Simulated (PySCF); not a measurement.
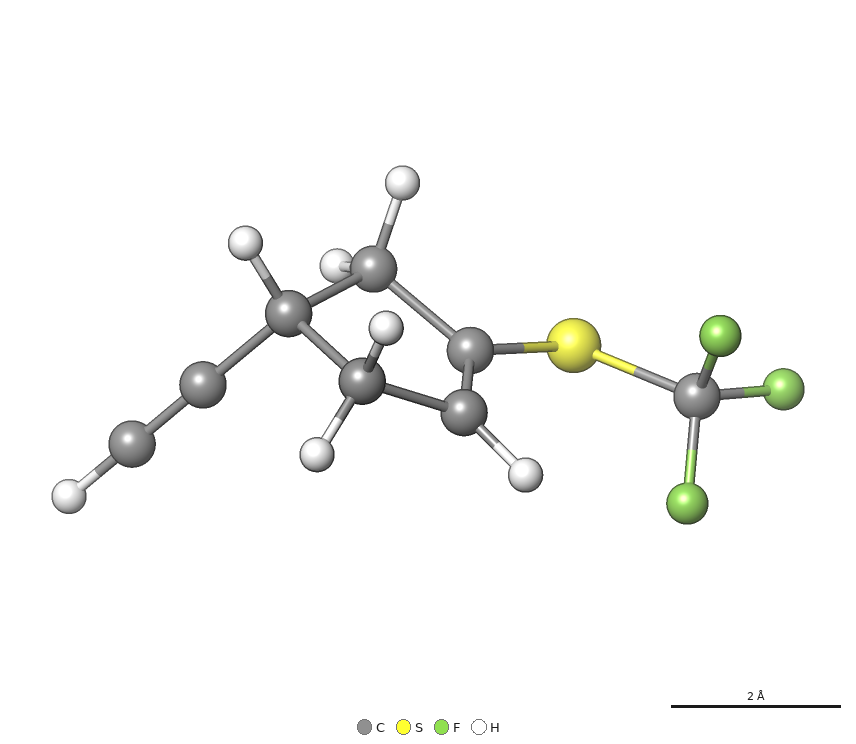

The picture shows a molecular structure as a ball-and-stick model.

The computed structure is the end point of a PBE0-D3(BJ)/def2-SVP optimisation. No frequency run is at hand to confirm it as a minimum.

Count the atoms of each element.

C8H7F3S, 19 atoms: 8 carbon, 7 hydrogen, 3 fluorine and 1 sulfur.

Name some functional groups or characteristic bonds that it holds.

Among them: alkene, alkyne, thioether, C–F bond.

What is the point group of this geometry?

C1.

Does it have rings?

Independent rings (smallest set): 1 of 5 members.

Count the bonded pairs by element.

7 C–C, 7 C–H, 3 C–F, 2 C–S.

The parts below concern this one geometry. Atoms keep their numbers from picture to picture.

### Shape

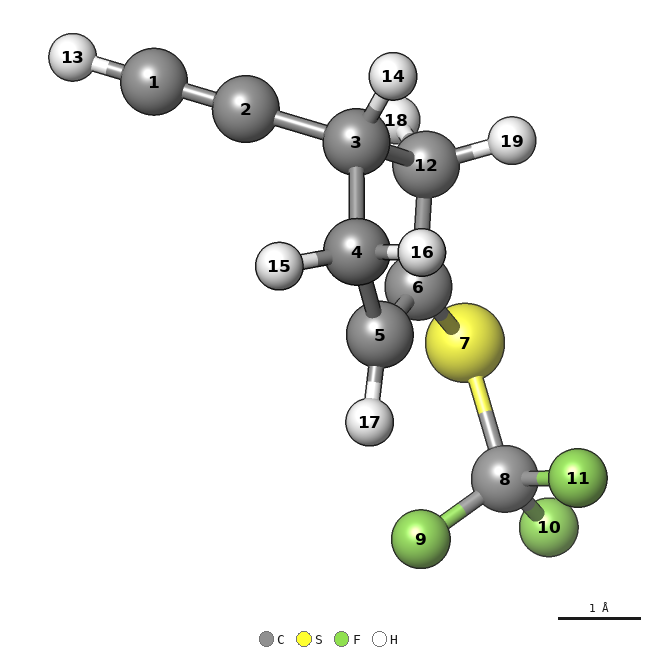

Numbered structure. No frequency run is at hand to confirm it as a minimum.

Give these bond angles: C2–C3–C4, C3–C4–C5, C3–C4–H16, C4–C5–C6, C5–C4–H15, C5–C4–H16, C5–C6–S7, C5–C6–C12, C6–S7–C8, C6–C12–H18, S7–C8–F9, F9–C8–F10.

```csv
angle,degrees
C2–C3–C4,111.4
C3–C4–C5,103.6
C3–C4–H16,110.8
C4–C5–C6,110.9
C5–C4–H15,113.1
C5–C4–H16,110.7
C5–C6–S7,130.9
C5–C6–C12,112.3
C6–S7–C8,101.7
C6–C12–H18,113.5
S7–C8–F9,113.0
F9–C8–F10,108.1
```

### Charges

The questions are on IAO charges. No frequency run is at hand to confirm it as a minimum. Properties computed with PBE0/pcSseg-1 in chloroform (IEF-PCM) (PySCF 2.14.0).

List the IAO charges.

```csv
atom,value (e)
C1,−0.27
C2,−0.04
C3,−0.12
C4,−0.25
C5,−0.17
C6,−0.14
S7,0.16
C8,0.71
F9,−0.27
F10,−0.27
F11,−0.27
C12,−0.26
H13,0.21
H14,0.17
H15,0.16
H16,0.15
H17,0.16
H18,0.16
H19,0.16
```

### NMR shielding

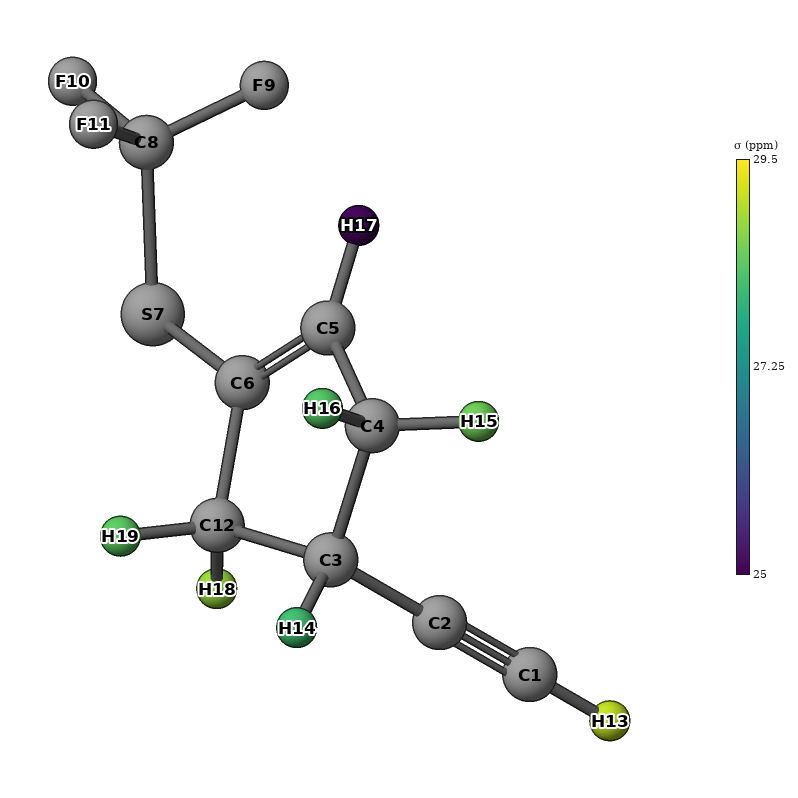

Atoms are coloured by their isotropic NMR shieldings (H only, the others grey). No frequency run is at hand to confirm it as a minimum. Method: GIAO PBE0/pcSseg-1 NMR shielding, non-relativistic, IEF-PCM chloroform (PySCF 2.14.0).

Give the isotropic NMR shieldings of the H atoms atom by atom.

| atom | σ (ppm) |
| --- | --- |
| H13 | 29.06 |
| H14 | 28.15 |
| H15 | 28.51 |
| H16 | 28.32 |
| H17 | 25.09 |
| H18 | 28.81 |
| H19 | 28.39 |

### Ring current

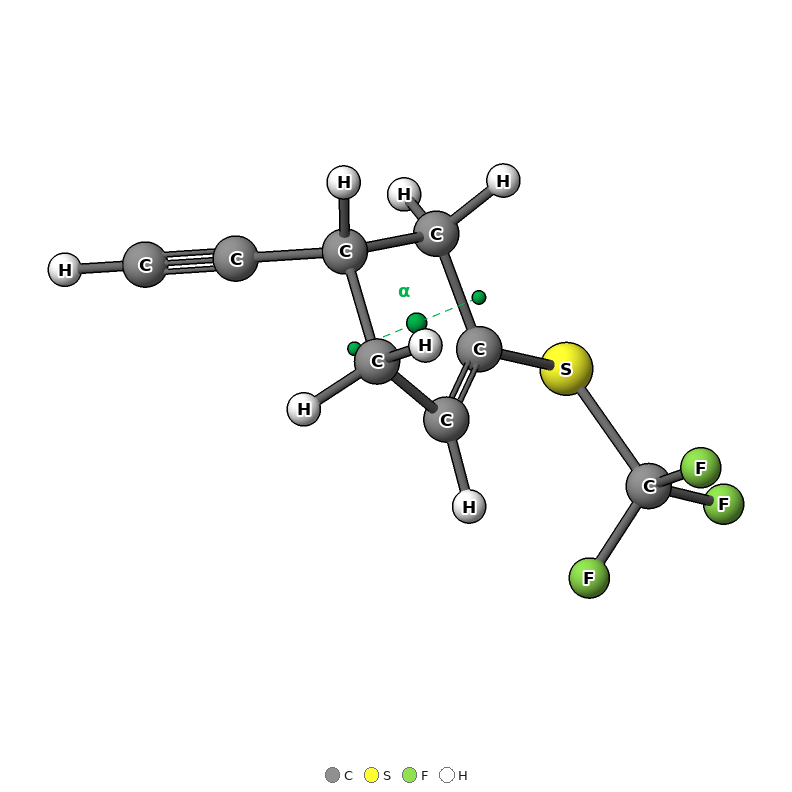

The small points mark where nucleus-independent chemical shifts (NICS) were computed: at the centre of each lettered ring and 1 Å above and below it. No frequency run is at hand to confirm it as a minimum. Method: GIAO PBE0/pcSseg-1 NMR shielding, non-relativistic, IEF-PCM chloroform (PySCF 2.14.0).

Give NICS(0), NICS(1) and the out-of-plane component NICS(1)zz for each ring (means of the two sides).

```csv
ring,members,NICS(0),NICS(1),NICS(1)zz
α,C5,−3.2,−3.2,−2.8
```

Values in ppm.

What do the values say about the ring currents?

Ring α: weak, as in a non-aromatic ring. NICS is one index among several.

### Electronic properties

No frequency run is at hand to confirm it as a minimum. Method: PBE0/pcSseg-1 in water (IEF-PCM) (PySCF 2.14.0).

What does the calculation give?

- dipole moment: 2.40 D
- HOMO energy (Kohn–Sham orbital): −6.77 eV
- LUMO energy (Kohn–Sham orbital): −0.27 eV
- HOMO–LUMO gap: 6.49 eV
